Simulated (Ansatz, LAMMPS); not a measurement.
# Glassy 68SiO2-14MgO-11ZnO-7BaO (mol %) (75 atoms): atom by atom

The starting structure: 75 atoms (19 Si, 4 Mg, 3 Zn, 2 Ba, 47 O) placed at random at 3.15 g/cm³, melted at 4000 K for 10 ps at fixed volume with the Morse and Coulomb pair potential with partial charges (Pedone, Malavasi, Menziani, Cormack and Segre, J. Phys. Chem. B 110, 11780 (2006)). Quenched from 4000 K to 300 K at 25 K/ps and fixed volume, held 5 ps, then minimised at fixed cell.

Calculated values (Ansatz 0.2.0, Kohn-Sham DFT, PBE, PAW (set soft_2), plane waves; cutoff 420 eV, Γ point, fixed occupations; density 3.15 g/cm³) for step 2 of a relaxation.

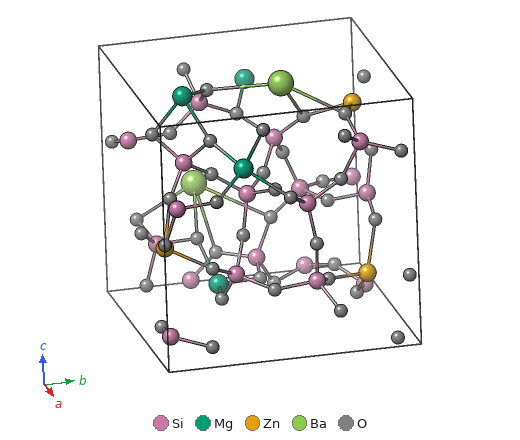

The structure (silicon pink, magnesium teal, zinc orange, barium green, oxygen grey). Bonds to atoms that aren't drawn are left out.

Cell vectors (Å):

```
9.925 0.000 0.000
0.000 9.925 0.000
0.000 0.000 9.925
```

Positions (Å):

```
1 Si 8.185 6.335 2.401
2 Si 0.253 9.680 3.610
3 Si 3.023 9.391 0.223
4 Si 3.355 5.968 6.639
5 Si 5.652 4.304 5.316
6 Si 0.320 7.691 0.274
7 Si 6.174 1.738 7.037
8 Si 4.469 9.271 4.390
9 Si 8.378 8.172 7.884
10 Si 2.901 0.357 7.021
11 Si 6.974 3.456 2.596
12 Si 2.194 7.180 4.074
13 Si 8.351 6.034 5.627
14 Si 2.927 3.181 8.243
15 Si 9.745 0.587 6.471
16 Si 2.768 1.361 2.666
17 Si 1.965 5.430 1.396
18 Si 0.271 3.219 0.174
19 Si 8.678 0.408 0.986
20 Mg 4.113 3.406 1.266
21 Mg 8.615 3.515 7.405
22 Mg 0.593 5.532 8.153
23 Mg 6.066 1.804 9.689
24 Zn 6.033 8.814 1.730
25 Zn 7.454 0.586 4.140
26 Zn 5.147 8.662 8.344
27 Ba 5.742 5.758 9.651
28 Ba 0.513 3.418 4.157
29 O 1.358 6.218 0.087
30 O 6.952 0.974 5.925
31 O 7.089 0.431 0.859
32 O 8.915 9.643 7.517
33 O 7.059 2.603 8.114
34 O 1.396 0.066 6.507
35 O 3.946 9.624 5.937
36 O 4.227 3.197 9.171
37 O 2.957 0.854 1.113
38 O 7.020 5.090 5.849
39 O 9.612 7.291 8.619
40 O 2.638 4.699 7.519
41 O 8.561 6.289 4.029
42 O 5.965 4.017 3.773
43 O 3.011 2.891 2.803
44 O 8.253 7.399 6.420
45 O 2.927 9.672 8.542
46 O 1.292 0.948 3.221
47 O 4.070 6.984 7.618
48 O 1.744 8.528 0.688
49 O 5.399 0.723 8.041
50 O 4.480 8.731 0.442
51 O 7.922 4.724 2.136
52 O 1.890 6.066 2.929
53 O 5.956 9.215 3.813
54 O 7.878 2.330 3.245
55 O 9.373 0.152 4.933
56 O 6.047 3.073 1.342
57 O 3.636 7.912 3.971
58 O 9.333 4.168 9.131
59 O 3.487 5.194 1.084
60 O 9.499 5.112 6.344
61 O 9.434 1.855 0.644
62 O 6.968 7.953 8.575
63 O 0.929 4.088 1.421
64 O 2.204 6.547 5.603
65 O 1.613 2.926 9.176
66 O 1.079 8.337 3.847
67 O 9.017 9.777 2.517
68 O 4.418 5.255 5.651
69 O 9.394 6.941 1.514
70 O 2.973 1.992 7.151
71 O 9.339 9.148 0.157
72 O 9.716 2.161 6.565
73 O 5.441 2.978 6.194
74 O 3.792 0.532 3.538
75 O 6.863 7.084 1.958
```

**Question.** What force acts on each atom?

Columns: atom, fx, fy, fz (forces in eV/Å).

```
1 -0.009 -0.299 0.498
2 1.544 -0.205 -0.343
3 -0.828 0.278 0.306
4 0.744 -0.477 -0.307
5 1.242 -0.455 0.656
6 -0.010 0.022 0.042
7 0.415 0.747 -0.617
8 -1.804 0.291 0.220
9 0.487 -0.673 -0.717
10 -0.399 0.790 0.135
11 -0.165 0.607 0.974
12 0.632 0.566 0.241
13 -0.341 -0.815 -0.106
14 -0.142 -0.044 0.392
15 1.342 -0.040 0.488
16 0.256 -1.570 -0.354
17 -0.684 -0.004 -0.421
18 0.800 0.213 -0.732
19 1.068 0.152 0.121
20 -0.503 -0.105 0.170
21 -0.215 -0.375 -0.043
22 -0.038 -0.040 0.241
23 0.214 0.152 -0.418
24 0.198 0.009 0.269
25 -0.877 0.748 0.268
26 0.167 0.422 -0.642
27 -0.097 -0.036 0.086
28 -0.187 0.277 0.056
29 -0.569 0.626 -0.454
30 0.890 -0.959 -0.848
31 -1.068 0.173 -0.060
32 -0.396 0.202 0.454
33 0.288 0.361 0.752
34 -0.336 -0.368 -0.311
35 0.483 -0.222 0.363
36 0.942 0.052 0.692
37 0.175 0.447 -0.471
38 -0.111 -0.101 0.510
39 0.429 -0.260 0.174
40 -0.817 0.302 -0.133
41 0.490 0.304 -0.281
42 -0.844 0.251 -0.711
43 -0.125 1.214 0.060
44 -0.058 1.101 0.110
45 0.177 -0.310 -0.178
46 -0.756 0.580 0.267
47 0.470 0.516 0.899
48 -0.406 -0.231 0.141
49 -0.604 -0.459 0.866
50 1.108 -0.632 -0.049
51 0.451 -0.021 -0.592
52 -0.356 -0.433 0.314
53 1.006 -0.349 -0.344
54 1.048 -0.812 0.355
55 -0.877 -0.152 -0.180
56 -0.764 -0.045 -0.978
57 0.677 -0.385 -0.353
58 -0.386 0.450 -0.601
59 1.289 -0.081 -0.190
60 0.503 -0.521 0.268
61 -0.139 -0.117 0.276
62 -1.015 -0.192 0.741
63 -0.151 -0.064 1.023
64 -0.813 -0.178 0.011
65 -0.195 -0.330 0.097
66 -0.436 -0.461 0.133
67 -0.844 -0.114 0.202
68 -0.448 0.269 -0.735
69 0.569 0.032 0.197
70 0.073 0.003 -0.807
71 0.284 -0.625 -0.687
72 -0.087 0.984 -0.242
73 -0.836 -0.033 0.086
74 0.594 0.047 0.250
75 -1.319 0.406 -0.502
```

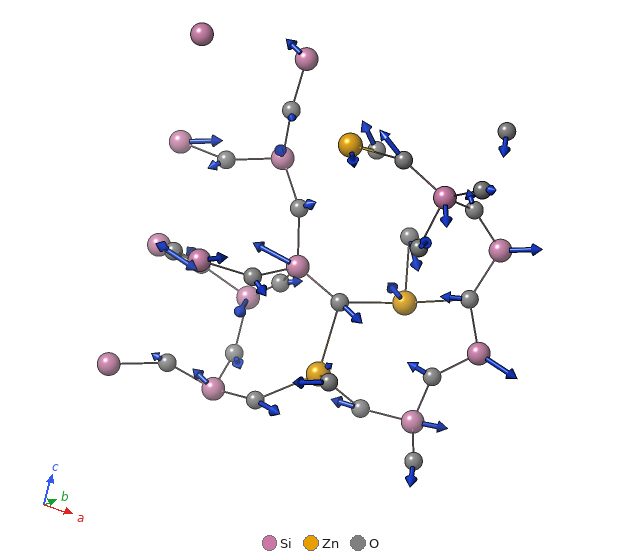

The forces as arrows, the longest 1.84 eV/Å. Drawn is a slice 5 Å thick, seen at a slant to the ac plane. Bonds to atoms that aren't drawn are left out.

The quench rate of 25 K/ps is many orders above laboratory rates, so the cell is likely richer in defects and strain than a real sample. The network of bonds at the start is that of the classical potential that made the cell. Only the Γ point is sampled, in a cell whose shortest periodic width is 10 Å.

The r.m.s. force component is 0.554 eV/Å; the longest force, 1.84 eV/Å, acts on Si8. The energy lies 23.8 meV/atom below that of the first step of this run.

[Logs are printed without paths, hosts, clocks, repeated set-up lines and the standing remarks that a program may print on its own settings, such as how far it seeks lower states.]

[Hosts, paths, dates, database ids (printed as entryN), source tags and the programs' standing remarks are cut or masked in the printed files.]
